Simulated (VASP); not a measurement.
Band structure of Mg (hcp). These are vdW-DF-cx, VASP's PBE PAW potentials (set 64) (plane waves; VASP) values and carry that method's errors.

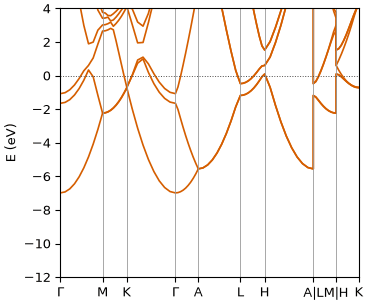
Fig. 1. Bands along high-symmetry lines, zero at the valence-band maximum or, without a gap, the Fermi level

Question: Read the plot: is there a gap, and where are the band edges?

Answer: It has no gap at this level: it comes out as a metal or semimetal. (Edges off the drawn lines would not show.)

The compound is Mg in the hcp structure. It was relaxed first.
